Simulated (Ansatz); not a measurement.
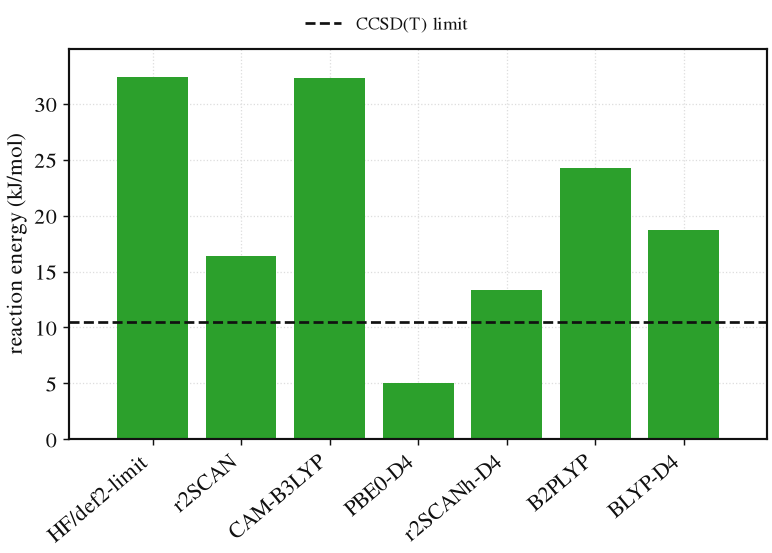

Electronic reaction energy of AlH₃SO ([OH][AlH][SH]) + SiH₄S ([SiH3]S) → AlSiH₅S₂ ([SiH3][S][AlH][SH]) + H₂O (O) (SMILES in brackets) at several levels (functionals in def2-TZVPP unless a basis is named), isolated molecules at PBE0-D4 triple-zeta geometries, minima by their frequencies, no zero-point or thermal terms, the Ansatz code. The line is frozen-core CCSD(T) at the basis limit (MP2 extrapolated from triple and quadruple zeta, plus CCSD(T) less MP2 in a smaller set). B2PLYP holds a correlation term that converges slowly with the basis, so part of the distance to the limit is basis error. No dispersion term is added to r2SCAN, CAM-B3LYP and B2PLYP. The limit lies 5.0 kJ/mol from CCSD(T)/def2-TZVPP, so the line itself is uncertain by a part of that.

What do zero-point energy and temperature add?

Zero-point change 4.4 kJ/mol; at 298.15 K and 1 bar the CCSD(T) limit plus thermal terms gives an enthalpy of reaction of 18.2 and a free energy of 21.2 kJ/mol (harmonic PBE0-D4 modes, ideal gas).

Which level comes closest to the line (CCSD(T) limit), and which misses most?

Closest r2SCANh-D4 (13.3 kJ/mol), against 10.5 kJ/mol; farthest HF/def2-limit (32.3 kJ/mol).

Note: one conformer of each flexible molecule.
